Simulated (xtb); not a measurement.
# Frequency calculation of GeH$_{3}$O$_{3}$F (part 1 of 2)

The run: frequency calculation of GeH$_{3}$O$_{3}$F, SMILES [OH][Ge]([OH])([OH])[F]. Method and program: GFN2-xTB, GBSA solvent thf (xtb 6.7.1).

The geometry was optimised with GFN2-xTB/GBSA(thf).

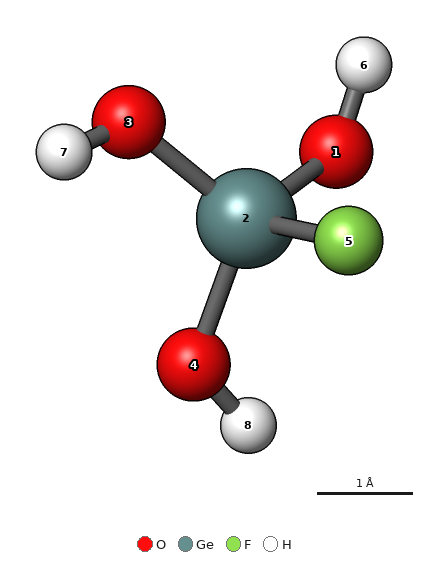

Fig. 1: The input geometry (ball-and-stick view, seen at a tilt; atoms are numbered from 1 in the order of the input). Sticks mark near contacts.

## Input (geom.xyz)
```
8

O     -1.23443000     0.94295500     0.54593800
Ge     0.02616800     0.01973200    -0.09392900
O      1.50688600     0.32312000     0.65824900
O     -0.34477100    -1.62600700    -0.16102200
F      0.21392200     0.54857800    -1.77391400
H     -1.12320900     1.87667400     0.74526600
H      2.28196800    -0.21351100     0.47059100
H     -1.20429000    -1.93359700    -0.46203800
```

## File .CHRG
```
0
```

## File .UHF
```
0
```

Run on 1 thread of AMD EPYC (Zen 3), 176 GiB of memory available, shared host.

Launch command:
```bash
xtb geom.xyz --gbsa thf --json --gfn 2 --hess --parallel 1 > xtb.out 2> xtb.err
```

## Log
```
* xtb version 6.7.1
   ID    Z sym.   atoms
    1    8 O      1, 3, 4
    2   32 Ge     2
    3    9 F      5
    4    1 H      6-8

           -------------------------------------------------
          |                Calculation Setup                |
           -------------------------------------------------

          program call               : xtb geom.xyz --gbsa thf --json --gfn 2 --hess --parallel 1
          coordinate file            : geom.xyz
          omp threads                :                     1

           -------------------------------------------------
          |                 G F N 2 - x T B                 |
           -------------------------------------------------

      * Hamiltonian:
        H0-scaling (s, p, d)           1.850000    2.230000    2.230000
        zeta-weighting                 0.500000
      * Dispersion:
        s8                             2.700000
        a1                             0.520000
        a2                             5.000000
        s9                             5.000000
      * Repulsion:
        kExp                           1.500000    1.000000
        rExp                           1.000000
      * Coulomb:
        alpha                          2.000000
        third order                    shell-resolved
        anisotropic                    true
        a3                             3.000000
        a5                             4.000000
        cn-shift                       1.200000
        cn-exp                         4.000000
        max-rad                        5.000000

      * Solvation model:               GBSA
        Solvent                        thf
        Parameter file                 internal GFN2-xTB/GBSA
        Dielectric constant                7.6000E+00
        Reference state                gsolv [1 M gas/solution]
        Free energy shift                  3.3994E-03 Eh       2.1331E+00 kcal/mol
        Temperature                        2.9815E+02 K
        Density                            8.8300E-01 kg/L
        Solvent mass                       7.2106E+01 g/mol
        Interaction kernel             Still
        Born radius scaling (c1)           1.5128E+00
        Born radii integrator          GBOBC
        Born offset                        6.0704E-04 a0       1.1471E-03 AA
        H-bond correction              true
        Ion screening                  false
        Surface tension                    1.0000E-05 Eh       1.5569E+01 dyn/cm
        Grid points                               230 per atom

          ...................................................
          :                      SETUP                      :
          :.................................................:
          :  # basis functions                  29          :
          :  # atomic orbitals                  28          :
          :  # shells                           14          :
          :  # electrons                        32          :
          :  max. iterations                   250          :
          :  Hamiltonian                  GFN2-xTB          :
          :  restarted?                      false          :
          :  GBSA solvation                   true          :
          :  PC potential                    false          :
          :  electronic temp.          300.0000000     K    :
          :  accuracy                    1.0000000          :
          :  -> integral cutoff          0.2500000E+02      :
          :  -> integral neglect         0.1000000E-07      :
          :  -> SCF convergence          0.1000000E-05 Eh   :
          :  -> wf. convergence          0.1000000E-03 e    :
          :  Broyden damping             0.4000000          :
          :  net charge                          0          :
          :  unpaired electrons                  0          :
          ...................................................

 iter      E             dE          RMSdq      gap      omega  full diag
   1    -19.3913549 -0.193914E+02  0.887E+00    7.42       0.0  T
   2    -19.3451640  0.461909E-01  0.977E+00   12.29       1.0  T
   3    -20.5745392 -0.122938E+01  0.366E+00    8.88       1.0  T
   4    -20.5961821 -0.216429E-01  0.966E-01    8.20       1.0  T
   5    -20.6102833 -0.141012E-01  0.263E-01    8.41       1.0  T
   6    -20.6106472 -0.363952E-03  0.970E-02    8.36       1.0  T
   7    -20.6106705 -0.232569E-04  0.683E-02    8.36       1.0  T
   8    -20.6106784 -0.795952E-05  0.779E-03    8.38       4.5  T
   9    -20.6106784 -0.885547E-08  0.266E-03    8.38      13.3  T
  10    -20.6106785 -0.200443E-07  0.224E-04    8.38     157.8  T
  11    -20.6106785 -0.273413E-09  0.523E-05    8.38     676.0  T

   *** convergence criteria satisfied after 11 iterations ***

         #    Occupation            Energy/Eh            Energy/eV
      -------------------------------------------------------------
         1        2.0000           -0.7928178             -21.5737
       ...           ...                  ...                  ...
        10        2.0000           -0.5091534             -13.8548
        11        2.0000           -0.5091116             -13.8536
        12        2.0000           -0.4886530             -13.2969
        13        2.0000           -0.4886481             -13.2968
        14        2.0000           -0.4791013             -13.0370
        15        2.0000           -0.4790733             -13.0362
        16        2.0000           -0.4781952             -13.0124 (HOMO)
        17                         -0.1704158              -4.6373 (LUMO)
        18                         -0.0125037              -0.3402
        19                          0.0186133               0.5065
        20                          0.0192403               0.5236
        21                          0.1511746               4.1137
       ...                                ...                  ...
        28                          0.8904658              24.2308
      -------------------------------------------------------------
                  HL-Gap            0.3077793 Eh            8.3751 eV
             Fermi-level           -0.3243055 Eh           -8.8248 eV

 SCC (total)                   0 d,  0 h,  0 min,  0.007 sec
 SCC setup                      ...        0 min,  0.000 sec (  5.014%)
 Dispersion                     ...        0 min,  0.000 sec (  0.752%)
 classical contributions        ...        0 min,  0.000 sec (  0.324%)
 integral evaluation            ...        0 min,  0.001 sec ( 15.606%)
 iterations                     ...        0 min,  0.003 sec ( 49.515%)
 molecular gradient             ...        0 min,  0.002 sec ( 26.835%)
 printout                       ...        0 min,  0.000 sec (  1.355%)

         :::::::::::::::::::::::::::::::::::::::::::::::::::::
         ::                     SUMMARY                     ::
         :::::::::::::::::::::::::::::::::::::::::::::::::::::
         :: total energy             -20.537180841059 Eh    ::
         :: total w/o Gsasa/hb       -20.512701455625 Eh    ::
         :: gradient norm              0.000092265996 Eh/a0 ::
         :: HOMO-LUMO gap              8.375102019766 eV    ::
         ::.................................................::
         :: SCC energy               -20.610675547142 Eh    ::
         :: -> isotropic ES            0.090308236207 Eh    ::
         :: -> anisotropic ES         -0.010605343795 Eh    ::
         :: -> anisotropic XC         -0.003696987158 Eh    ::
         :: -> dispersion             -0.003833485692 Eh    ::
         :: -> Gsolv                  -0.036283725938 Eh    ::
         ::    -> Gelec               -0.011804340504 Eh    ::
         ::    -> Gsasa               -0.004312329236 Eh    ::
         ::    -> Ghb                 -0.023566421256 Eh    ::
         ::    -> Gshift               0.003399365057 Eh    ::
         :: repulsion energy           0.073494706083 Eh    ::
         :: add. restraining           0.000000000000 Eh    ::
         :: total charge              -0.000000000000 e     ::
         :::::::::::::::::::::::::::::::::::::::::::::::::::::

           -------------------------------------------------
          |                Numerical Hessian                |
           -------------------------------------------------
step length          :   0.00500
SCC accuracy         :   0.30000
Hessian scale factor :   1.00000
frozen atoms in %    :   0.00000    0
RMS gradient         :   0.00009
estimated CPU  time      0.00 min

writing file <hessian>.

 projected vibrational frequencies (cm⁻¹)
eigval :       -0.00    -0.00    -0.00    -0.00     0.00     0.00
eigval :      177.99   178.53   229.03   231.32   231.88   251.74
eigval :      268.46   273.25   425.43   598.37   644.82   645.18
eigval :      755.47   774.43   779.96  3531.51  3533.86  3551.22
           -------------------------------------------------
          |                Property Printout                |
           -------------------------------------------------

    * Orbital Energies and Occupations
```
